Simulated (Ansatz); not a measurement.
Take HfO₂ (space group P4_2/nmc, No. 137; a = 3.5768 Å, c = 5.2026 Å) as the base. Axes: x, y, z lie along a, b, c of the conventional cell.

It is then changed as follows: biaxial strain −4.44 %, plane normal [001], relaxed out of plane (Cartesian); in-plane vectors clamped, the third vector and the atoms free.

Calculations: r2SCAN (Ansatz, a first-principles code), no SOC.

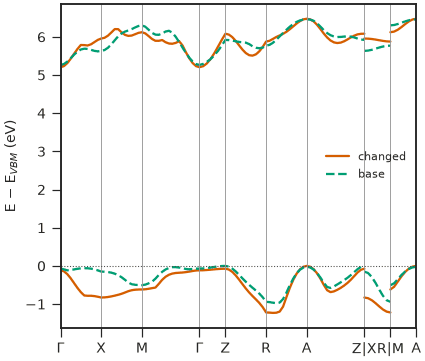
Figure. Highest valence and lowest conduction band along the path, each from its own valence-band maximum

The gap is 5.21 eV, indirect, A → Γ; the base has 5.27 eV.

Spin-orbit coupling, missing from the scalar runs, can matter with Hf. Stability against distortions was not tested. This is not the structure that HfO2 has at room temperature and ambient pressure.
